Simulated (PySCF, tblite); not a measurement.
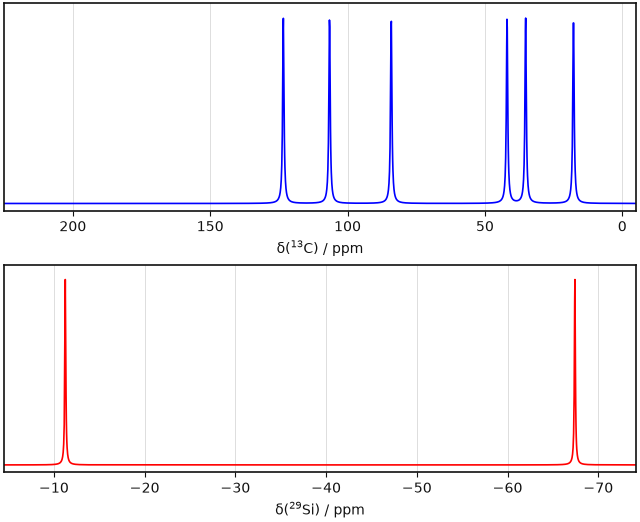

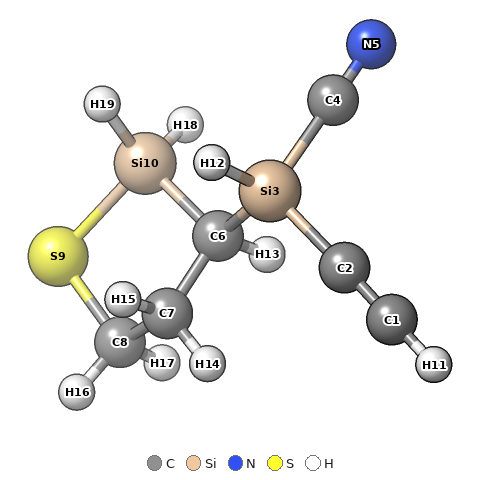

Spectrum and numbered structure of C₆H₉NSSi₂, SMILES C#C[Si@@H](C#N)[C@H]1CCS[SiH2]1. GIAO shifts, PBE0/pcSseg-1 with PySCF, at a GFN2-xTB geometry (a minimum by its frequencies), against TMS for ¹³C and TMS for ²⁹Si computed at the same level. Gas phase, fully decoupled, line heights follow the number of nuclei, widths are arbitrary (no quadrupolar broadening); values of one conformer, averaged over methyl-type rotors and exact or near symmetry; other conformers aren't averaged in.

### Which ¹³C nuclei are the least shielded, and which the most?

Least shielded: C4 at 123.4 ppm. Most shielded: C6 at 17.8 ppm.

### Which atoms give which ²⁹Si line?

| δ (ppm) | nuclei | atoms |
| --- | --- | --- |
| −11.3 | 1 | Si10 |
| −67.4 | 1 | Si3 |

Note: the tight-binding geometry is rougher than a DFT one and adds to the error.
